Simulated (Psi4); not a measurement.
# CH5B (BH2Me): B3LYP/def2-QZVPD (density fitting, sweep point 6)

Aim: the vertical ionisation energy of CH5B (BH2Me) at B3LYP/def2-QZVPD (density fitting, sweep point 6), from 2 runs. 

Program for the calculation: Psi4 1.11.

## 1. Starting point

The species is CH5B (7 atoms), meant as a singlet with charge 0. As SMILES, `[H]B([H])C`. Geometry: relaxed at GFN2-xTB.

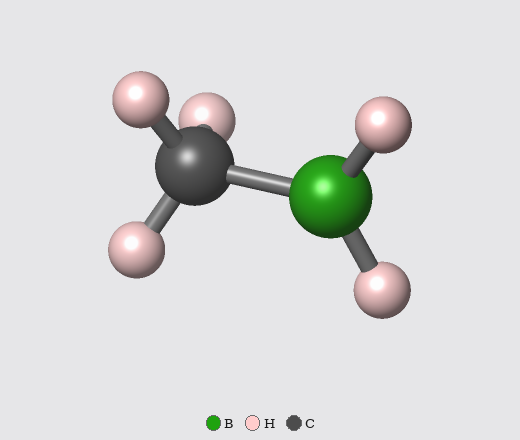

Viewed from a chosen angle; boron green, hydrogen pink, carbon dark grey.

## 2. The energy at B3LYP/def2-QZVPD (density fitting, sweep point 6)

calc.py reads:

```python
import psi4

psi4.set_memory('1600 MB')
psi4.set_num_threads(1)
psi4.core.set_output_file('ch5b.out', False)

m = psi4.geometry("""
0 1
B      0.444840     0.781100     0.006260
H      1.614940     0.782320     0.008990
H     -0.129680     1.798100    -0.061390
C     -0.337160    -0.573970     0.039720
H     -0.405600    -0.929380    -0.991140
H     -1.358290    -0.496260     0.405500
H      0.170950    -1.361910     0.592050
symmetry c1
""")

psi4.set_options({
    'basis': 'def2-QZVPD',
    'puream': True,
    'scf_type': 'df',
    'dft_radial_points': 99,
    'dft_spherical_points': 590,
})

e_tot = psi4.energy("B3LYP")
print('E =', round(e_tot, 9))
```

Started as:

```bash
$ python calc.py
```

ch5b.out:

```text
[...]
  Running in c1 symmetry.
[...]
  Nuclear repulsion =   31.931012594416508
[...]
  Multiplicity = 1
[...]
  Nalpha       = 8
  Nbeta        = 8
[...]
    Number of basis functions: 291
[...]
   @DF-RKS iter   1:   -65.65423802765947   -3.94079e-01   2.75917e-03 DIIS/ADIIS
[...]
   @DF-RKS iter   7:   -65.98051581983316   -9.17344e-08   1.81989e-07 DIIS
[...]
    Orbital Energies [Eh]
    ---------------------
    Doubly Occupied:
       1A    -10.149527     2A     -6.747749     3A     -0.705229
       4A     -0.490018     5A     -0.418868     6A     -0.406199
       7A     -0.338359     8A     -0.328873
[...]
  @DF-RKS Final Energy:   -65.98051581983316
   => Energetics <=
    Nuclear Repulsion Energy =             31.9310125944165080
    One-Electron Energy =                -150.0289614704385031
    Two-Electron Energy =                  61.3144063187017636
    DFT Exchange-Correlation Energy =      -9.1969732625129232
    Empirical Dispersion Energy =           0.0000000000000000
    VV10 Nonlocal Energy =                  0.0000000000000000
    Total Energy =                        -65.9805158198331583
[...]
 Multipole Moments:
 ------------------------------------------------------------------------------------
     Multipole            Electronic (a.u.)      Nuclear  (a.u.)        Total (a.u.)
 ------------------------------------------------------------------------------------
 L = 1.  Multiply by 2.5417464519 to convert [e a0] to [Debye]
 Dipole X            :          0.5184287           -0.6240675           -0.1056388
 Dipole Y            :          0.9409642           -1.1391485           -0.1981842
 Dipole Z            :          0.0921566           -0.1155367           -0.0233801
 Magnitude           :                                                    0.2257945
[...]
```

Standard output:

```text
E = -65.98051582
```

Wall time 31 s (1 thread of AMD EPYC 9R45 (Zen 5), shared host); peak memory 1.3 GiB.

## 3. The doublet cation

ch5b.py reads:

```python
import psi4

psi4.set_memory(1600000000)
psi4.set_num_threads(1)
psi4.core.set_output_file('run.log', False)

geom = psi4.geometry("""
1 2
B      0.444840     0.781100     0.006260
H      1.614940     0.782320     0.008990
H     -0.129680     1.798100    -0.061390
C     -0.337160    -0.573970     0.039720
H     -0.405600    -0.929380    -0.991140
H     -1.358290    -0.496260     0.405500
H      0.170950    -1.361910     0.592050
units angstrom
symmetry c1
""")

options = {'basis': 'def2-QZVPD', 'reference': 'uks', 'puream': True, 'scf_type': 'df', 'dft_radial_points': 99, 'dft_spherical_points': 590, 'maxiter': 100}
psi4.set_options(options)

E, wfn = psi4.energy('b3lyp', return_wfn=True)
print(f'total energy {E:.8f} hartree = {E * 27.211386:.5f} eV')
for k, v in sorted(psi4.core.scalar_variables().items()):
    print(f'{k:45s} {v:18.10f}')
```

Started as:

```bash
$ python ch5b.py
```

run.log:

```text
[...]
  Running in c1 symmetry.
[...]
  Nuclear repulsion =   31.931012594416508
[...]
  Multiplicity = 2
[...]
  Nalpha       = 8
  Nbeta        = 7
[...]
    Number of basis functions: 291
[...]
   @DF-UKS iter   1:   -65.30169030835657   -4.15317e-02   2.47220e-03 ADIIS/DIIS
[...]
   @DF-UKS iter   9:   -65.54607179926283   -2.33984e-07   5.64544e-07 DIIS
[...]
   @S^2 Observed:                7.554471621E-01
[...]
    Orbital Energies [Eh]
    ---------------------
    Alpha Occupied:
       1A    -10.427305     2A     -7.073774     3A     -0.983508
       4A     -0.811944     5A     -0.722767     6A     -0.667560
       7A     -0.651020     8A     -0.626135
    Alpha Virtual:
       9A     -0.327585    10A     -0.172440    11A     -0.136783
      12A     -0.132433    13A     -0.124903    14A     -0.105651
      15A     -0.101130    16A     -0.084017    17A     -0.079396
      18A     -0.061942    19A     -0.047852    20A     -0.045916
      21A     -0.034277    22A     -0.011228    23A      0.001501
      24A      0.008319    25A      0.013510    26A      0.020845
[...]
  @DF-UKS Final Energy:   -65.54607179926283
   => Energetics <=
    Nuclear Repulsion Energy =             31.9310125944165080
    One-Electron Energy =                -145.3937877753507735
    Two-Electron Energy =                  56.8289755728328885
    DFT Exchange-Correlation Energy =      -8.9122721911614438
    Empirical Dispersion Energy =           0.0000000000000000
    VV10 Nonlocal Energy =                  0.0000000000000000
    Total Energy =                        -65.5460717992628332
[...]
 Multipole Moments:
 ------------------------------------------------------------------------------------
     Multipole            Electronic (a.u.)      Nuclear  (a.u.)        Total (a.u.)
 ------------------------------------------------------------------------------------
 L = 1.  Multiply by 2.5417464519 to convert [e a0] to [Debye]
 Dipole X            :          0.8435746           -0.6240675            0.2195071
 Dipole Y            :          1.5527188           -1.1391485            0.4135703
 Dipole Z            :          0.1238350           -0.1155367            0.0082983
 Magnitude           :                                                    0.4682869
[...]
```

On the terminal:

```text
total energy -65.54607180 hartree = -1783.59946 eV
CURRENT ENERGY                                    -65.5460717993
CURRENT REFERENCE ENERGY                          -65.5460717993
DD SOLVATION ENERGY                                 0.0000000000
DFT FUNCTIONAL TOTAL ENERGY                       -65.5460717993
DFT TOTAL ENERGY                                  -65.5460717993
DFT VV10 ENERGY                                     0.0000000000
DFT XC ENERGY                                      -8.9122721912
GRID ELECTRONS ALPHA                                7.9999999995
GRID ELECTRONS BETA                                 6.9999999688
GRID ELECTRONS TOTAL                               14.9999999683
NUCLEAR REPULSION ENERGY                           31.9310125944
ONE-ELECTRON ENERGY                              -145.3937877754
PCM POLARIZATION ENERGY                             0.0000000000
PE ENERGY                                           0.0000000000
SCF ITERATION ENERGY                              -65.5460717993
SCF ITERATIONS                                      9.0000000000
SCF TOTAL ENERGY                                  -65.5460717993
TWO-ELECTRON ENERGY                                56.8289755728
XC GRID RADIAL POINTS                              99.0000000000
XC GRID SPHERICAL POINTS                          590.0000000000
XC GRID TOTAL POINTS                           392804.0000000000
```

It took 73 s on 1 thread of AMD EPYC 9R45 (Zen 5), shared host; peak memory 1.4 GiB.

## 4. Outcome

Level: B3LYP/def2-QZVPD (density fitting, sweep point 6).

```
                                          quantity         value
                        singlet CH5B: total energy  -65.98052 Eh
                       singlet CH5B: dipole moment        0.57 D
                         singlet CH5B: HOMO energy      -8.95 eV
                         singlet CH5B: LUMO energy      -1.55 eV
                       singlet CH5B: HOMO–LUMO gap       7.40 eV
                      doublet cation: total energy  -65.54607 Eh
doublet cation: HOMO energy (highest over α and β)     -16.75 eV
 doublet cation: LUMO energy (lowest over α and β)     -14.69 eV
                              doublet cation: ⟨S²⟩         0.755
vertical ionisation energy (to the doublet cation)     11.822 eV
```

Removing an electron at fixed nuclei costs 11.82 eV (1141 kJ/mol). −ε(HOMO) before ionisation, 8.95 eV, is 2.87 eV below this ionisation energy.
